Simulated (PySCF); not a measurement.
C10H8S

```xyz
19

C     3.0990    0.6113   -0.0103
C     2.6032   -0.6507    0.2732
C     1.2430   -0.8885    0.2548
C     0.3461    0.1390   -0.0473
C    -1.0839   -0.0973   -0.0598
C    -1.7849   -1.1686    0.4252
C    -3.1777   -1.0570    0.2454
C    -3.5337    0.0947   -0.3790
S    -2.1737    1.0714   -0.7545
C     0.8598    1.4043   -0.3374
C     2.2205    1.6370   -0.3186
H     4.1632    0.7935    0.0067
H     3.2830   -1.4569    0.5080
H     0.8728   -1.8799    0.4659
H    -1.3261   -2.0099    0.9123
H    -3.8823   -1.8024    0.5692
H    -4.5144    0.4374   -0.6433
H     0.1779    2.2084   -0.5745
H     2.5983    2.6235   -0.5436
```

Geometry: GFN2-xTB.

These are results of mPW1PW91/pcSseg-1, SCF density, in a chloroform solvent model, non-relativistic in PySCF 2.14.0, not measurements.

> Predict the electron density and electron localisation function between the atoms.

C–C (1.36 Å): ρ at the midpoint is about 2.2 e/Å³; the ELF peaks at about 0.95 between the atoms (a covalent bond).
C–H (1.07 Å): ρ is about 2.1 e/Å³ halfway; the ELF climbs to about 1 towards the hydrogen, as it does in any bond to H (a covalent bond by its length).
C–C (1.39 Å): the density is about 2.1 e/Å³ at the midpoint; the ELF peaks at about 0.95 between the atoms, as expected for a covalent bond.
C–C (1.45 Å): ρ at the midpoint is about 1.9 e/Å³; the ELF peaks at about 0.95 between the atoms, as expected for a covalent bond.

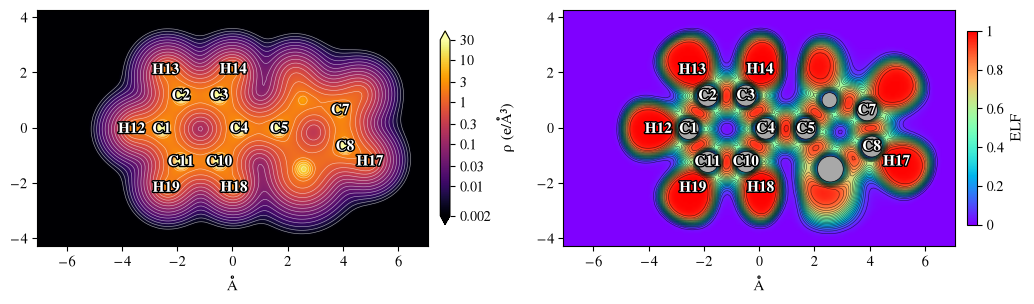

Computed electron density and electron localisation function on the plane of atoms C1, C11 and H19, in this order. Grey discs cover the atomic cores in the ELF map. 
